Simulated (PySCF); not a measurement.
NMR shielding calculation of C3H10AlN

The run: NMR shielding calculation of C3H10AlN. Method and program: GIAO HF/pcSseg-1 NMR shielding, non-relativistic, gas phase (PySCF 2.14.0).

The geometry comes from this level: PBE0-D3(BJ)/def2-SVP. Figures and captions count atoms from 1; the log counts them from 0 in places.

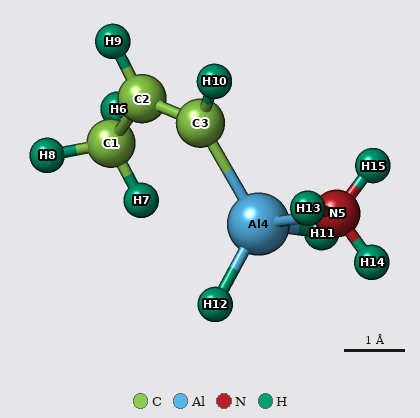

Figure 1. The structure as given in the input (ball-and-stick view, seen at a tilt; atoms are numbered from 1 in the order of the input). Sticks mark near contacts. Bond lengths as drawn: Al–C 1.98 Å, Al–H 1.61 Å, Al–N 2.07 Å, C–C 1.34 to 1.50 Å, C–H 1.10 Å and H–N 1.02 Å.

## Input
```
{"job": {"kind": "nmr", "xc": "HF", "basis": "pcSseg-1", "pop": false}, "charge": 0, "multiplicity": 1}
C     -2.464721    -0.542053     0.173098
C     -1.701425     0.726273    -0.040156
C     -0.362509     0.827497    -0.101794
Al     0.903312    -0.682557     0.079724
N      2.696788     0.326495    -0.168120
H     -3.142118    -0.749856    -0.672961
H     -1.799464    -1.413711     0.289425
H     -3.098710    -0.482893     1.074271
H     -2.330867     1.623605    -0.150824
H      0.001115     1.856355    -0.266529
H      1.038009    -1.722697    -1.142205
H      1.173545    -1.286129     1.548511
H      2.828086     1.047452     0.542900
H      3.480482    -0.323287    -0.091119
H      2.763142     0.777996    -1.081469
```

The first line tells a small driver script what to run in PySCF; the rest is the geometry in Å.

Command:
```bash
OMP_NUM_THREADS=1 python <driver script> task.json out
```

## What the program printed
```
final grid: 110232 points
cycle   1  E = -415.6812435658  dE =  3.325e-01  |g| = 4.098e-01  |ddm| = 3.089e+00
cycle   2  E = -415.7422807066  dE = -6.104e-02  |g| = 1.426e-01  |ddm| = 5.637e-01
cycle   3  E = -415.7478988008  dE = -5.618e-03  |g| = 6.488e-02  |ddm| = 1.890e-01
cycle   4  E = -415.7491622153  dE = -1.263e-03  |g| = 1.026e-02  |ddm| = 6.866e-02
cycle   5  E = -415.7491995477  dE = -3.733e-05  |g| = 2.868e-03  |ddm| = 1.569e-02
cycle   6  E = -415.7492042355  dE = -4.688e-06  |g| = 1.341e-03  |ddm| = 5.291e-03
cycle   7  E = -415.7492051521  dE = -9.166e-07  |g| = 4.228e-04  |ddm| = 2.619e-03
cycle   8  E = -415.7492053059  dE = -1.538e-07  |g| = 1.386e-04  |ddm| = 1.172e-03
cycle   9  E = -415.7492053202  dE = -1.433e-08  |g| = 4.780e-05  |ddm| = 3.565e-04
cycle  10  E = -415.7492053219  dE = -1.619e-09  |g| = 1.246e-05  |ddm| = 1.252e-04
cycle  11  E = -415.7492053220  dE = -1.138e-10  |g| = 2.847e-06  |ddm| = 3.424e-05
converged SCF energy = -415.7492053220

GIAO shielding tensors (ppm)
atom      isotropic    diamagn.    paramagn.     s11        s22        s33       span
  0 C      166.682     245.974     -79.292    154.594    158.211    187.240     32.646
  1 C       34.828     254.470    -219.642   -117.072     58.292    163.265    280.337
  2 C       49.728     260.615    -210.887    -87.675     68.755    168.103    255.778
  3 Al     468.228     792.817    -324.589    455.965    464.481    484.238     28.273
  4 N      240.429     318.543     -78.114    229.168    243.880    248.240     19.072
  5 H       29.758      28.680       1.078     26.401     27.173     35.699      9.298
  6 H       30.181      31.299      -1.118     26.183     30.549     33.810      7.627
  7 H       29.769      28.654       1.115     26.397     27.197     35.713      9.316
  8 H       25.207      30.933      -5.727     23.049     23.277     29.294      6.245
  9 H       26.421      33.766      -7.345     23.238     25.857     30.167      6.929
 10 H       27.762      30.503      -2.741     24.561     26.991     31.734      7.174
 11 H       27.772      30.488      -2.717     24.568     26.980     31.766      7.198
 12 H       29.500      29.691      -0.192     23.574     25.116     39.809     16.234
 13 H       29.488      27.550       1.938     23.402     24.517     40.544     17.143
 14 H       29.502      29.678      -0.176     23.585     25.079     39.841     16.256
```

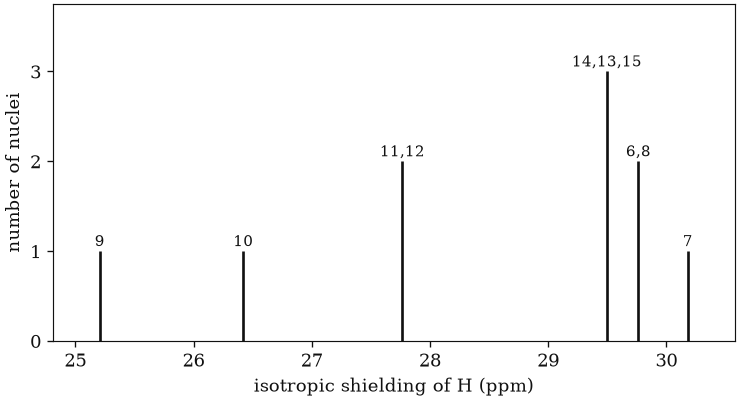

Figure 2. Isotropic shieldings of the hydrogen nuclei in this fixed geometry, labelled by atom number; shielding grows to the right, so chemical shift grows to the left. The least shielded is H9 (25.2 ppm), the most shielded H7 (30.2 ppm).

## Summary

| quantity | value |
| --- | --- |
| outcome | converged |
| total energy | −415.749205 hartree |
| HOMO | −8.90 eV |
| LUMO | 2.89 eV |
| dipole moment | 5.24 D |
| isotropic shielding, C | 34.8 to 166.7 ppm |
| isotropic shielding, Al | 468.2 ppm |
| isotropic shielding, N | 240.4 ppm |
| isotropic shielding, H | 25.2 to 30.2 ppm |
| hardware | 1 CPU thread, shared host |
| wall time | 5.4 s |
| peak memory | 0.76 GiB |
